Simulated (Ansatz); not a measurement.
A series of calculations on CH$_{5}$NOSi

**1. Relaxation**

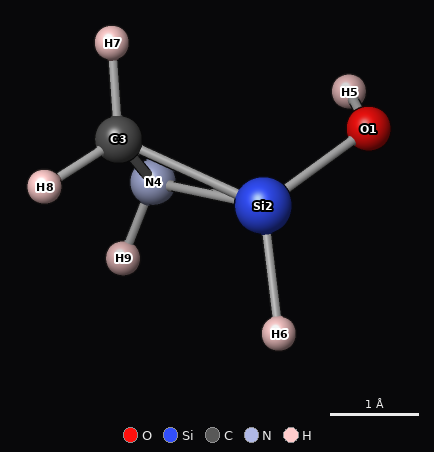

CH5NOSi, before the relaxation. The picture is a ball-and-stick view, seen at a tilt.

The run prepares an end point of a later path (torsion) calculation, from a guessed geometry.

Theory: RKS LDA/def2-SVP (Ansatz 0.2.0).

The input:
```yaml
crystal:
  periodic: [false, false, false]
  atoms:
    - { symbol: O, position_ang: [-1.7321, -0.328, 0.9065] }
    - { symbol: Si, position_ang: [-0.802, 0.2583, -0.3081] }
    - { symbol: C, position_ang: [0.9144, 0.6836, 0.0896] }
    - { symbol: "N", position_ang: [0.6425, -0.6916, -0.0232] }
    - { symbol: H, position_ang: [-1.333, -0.9436, 1.4404] }
    - { symbol: H, position_ang: [-1.1964, -0.1435, -1.6655] }
    - { symbol: H, position_ang: [1.1436, 1.066, 1.1039] }
    - { symbol: H, position_ang: [1.5769, 1.1362, -0.6949] }
    - { symbol: H, position_ang: [0.8745, -1.0839, -0.866] }
basis:
  gaussian: { orbitals: def2-SVP }
hamiltonian:
  xc: lda
relax:
  f_tol: 0.015
  max_steps: 40
output:
  orbitals: {}
```

Command:
```bash
ansatz run input.yaml --threads 1 --pin off --max-ram 2048MiB --backend cpu --events-out ev --progress --plain --runs-dir out
```

What does the optimiser find from here?

Over 10 geometry steps the energy falls by 23.2 kcal/mol. Largest force component: 3.5 eV/Å at the start, 0.0083 eV/Å at the end. The atom that moves furthest after the best rigid fit is H9 (0.65 Å). By element the largest moves are H 0.65 Å, Si 0.29 Å, O 0.25 Å, N 0.23 Å, C 0.05 Å. Among the contacts that change: C3–N4 1.406 → 1.477 Å, O1–H5 0.907 → 0.975 Å, N4–H9 0.958 → 1.023 Å, Si2–N4 1.752 → 1.695 Å. Bond angles that change, for instance: Si2–N4–H9 106.2° → 144.3°, O1–Si2–N4 98.8° → 120.2°, N4–Si2–H6 102.9° → 124.1°. The run took 20 s on 1 thread of Arm Neoverse V2 (shared host), peak memory 0.14 GiB.

History of the run:

| step | E − E(0), kcal/mol | largest force component, eV/Å |
| --- | --- | --- |
| 0 | 0.00 | 3.4965 |
| 1 | -14.72 | 1.3584 |
| 2 | -18.91 | 0.7861 |
| 3 | -21.17 | 0.7576 |
| 4 | -21.84 | 0.7858 |
| 5 | -22.85 | 0.4705 |
| 6 | -22.93 | 0.4577 |
| 7 | -23.21 | 0.1034 |
| 8 | -23.23 | 0.1038 |
| 9 | -23.25 | 0.0224 |
| 10 | -23.25 | 0.0083 |

Final geometry:

```xyz
9

O    -1.9307   -0.4272    0.7839
Si   -0.7477   -0.0221   -0.2951
C     0.9258    0.6930    0.0400
N     0.7773   -0.7560   -0.2019
H    -1.6116   -0.7548    1.6451
H    -1.4699    0.2476   -1.5713
H     1.2871    0.9911    1.0496
H     1.4016    1.3097   -0.7580
H     1.4565   -1.3278   -0.7095
```

After the run, drawn alike:

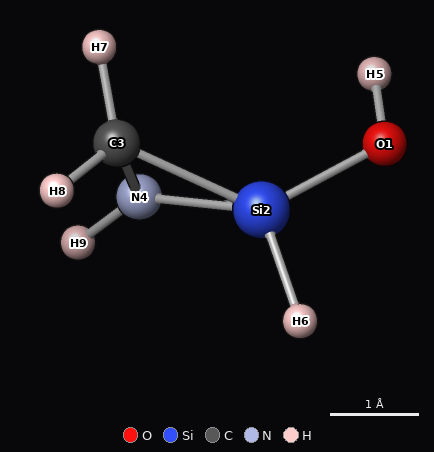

**2. Relaxation**

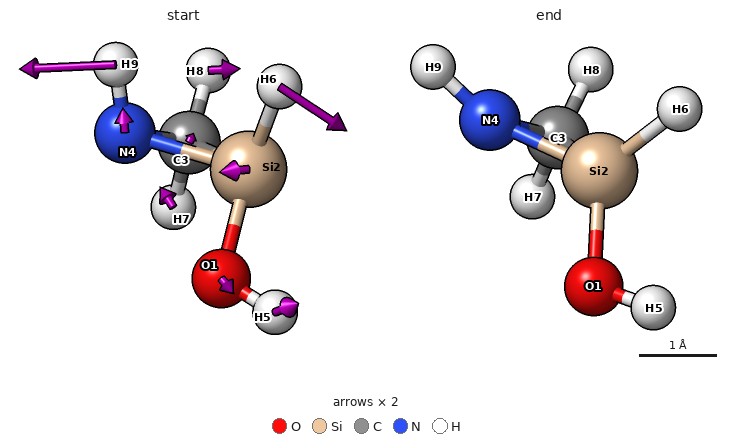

The structure of CH$_{5}$NOSi before (left) and after (right) a relaxation, at one scale. The purple arrows give the displacements, 2 times their true length.

Style: ball-and-stick. Shown from a free direction.

The run prepares an end point of a later path (torsion) calculation, from a guessed geometry.

Method: RKS LDA/def2-SVP in Ansatz.

The input:
```yaml
crystal:
  periodic: [false, false, false]
  atoms:
    - { symbol: O, position_ang: [-1.7321, -0.328, 0.9065] }
    - { symbol: Si, position_ang: [-0.802, 0.2583, -0.3081] }
    - { symbol: C, position_ang: [-1.57396, 0.42834, -1.93912] }
    - { symbol: "N", position_ang: [-1.94117, 1.40067, -0.99173] }
    - { symbol: H, position_ang: [-1.333, -0.9436, 1.4404] }
    - { symbol: H, position_ang: [0.31753, 1.11719, 0.10237] }
    - { symbol: H, position_ang: [-2.35385, -0.3012, -2.23429] }
    - { symbol: H, position_ang: [-0.96513, 0.77714, -2.81483] }
    - { symbol: H, position_ang: [-1.47358, 2.23397, -1.06251] }
basis:
  gaussian: { orbitals: def2-SVP }
hamiltonian:
  xc: lda
relax:
  f_tol: 0.015
  max_steps: 40
output:
  orbitals: {}
```

Command:
```bash
ansatz run input.yaml --threads 1 --pin off --max-ram 2048MiB --backend cpu --events-out ev --progress --plain --runs-dir out
```

Q: What changed between the two?

A: The atom that moves furthest after the best rigid fit is H9 (0.68 Å). Largest moves by element: H 0.68 Å, Si 0.22 Å, N 0.17 Å, O 0.14 Å, C 0.07 Å. Near-neighbour distances that change, for instance: Si2–N4 1.752 → 1.678 Å, O1–H5 0.907 → 0.974 Å, C3–N4 1.406 → 1.472 Å, N4–H9 0.958 → 1.021 Å. Among the angles between lasting bonds that change: Si2–N4–H9 106.2° → 150.5°, N4–Si2–H6 102.9° → 122.7°, O1–Si2–N4 98.8° → 117.2°. After 14 accepted moves (16 points after the start) the energy has fallen by 86.4 kJ/mol. The largest force component goes from 3.4 to 0.011 eV/Å. The line search rejected the trial steps at points 7, 11 of the run.

**3. Path**

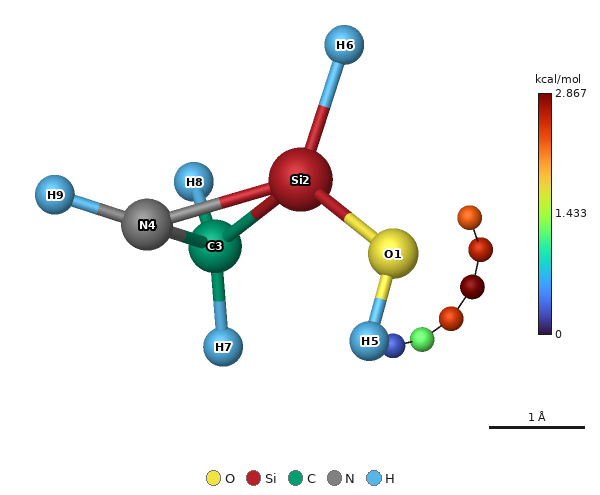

A nudged-elastic-band calculation for CH5NOSi. Images are numbered from 0 (start) to 6 (end). The start is drawn whole; smaller spheres mark the moving atoms (H) in the later images, joined by lines and coloured by the energy of the image relative to the start. A ball-and-stick model, seen from a free direction.

The calculation used RKS LDA/def2-SVP (Ansatz). Run with 5 movable images; climbing image; force threshold 0.05 eV/Å; iteration limit 60; starting path by image-dependent pair potential.

Question: What moves, how far, and at what cost in energy?

Answer: The motion is a rotation about the O1–Si2 bond by about 170°. No bond forms or breaks between the ends. Bond angles that change up to the highest image, for instance: O1–Si2–H6 104.9° → 110.7°, Si2–N4–H9 144.3° → 138.8°. The highest point, image 4, lies 2.87 kcal/mol above the start and 0.59 kcal/mol above the end; the end is at +2.28 kcal/mol relative to the start. The band is converged. At the top, the vibrational analysis gives one imaginary mode (222i cm⁻¹), as a transition state must have.
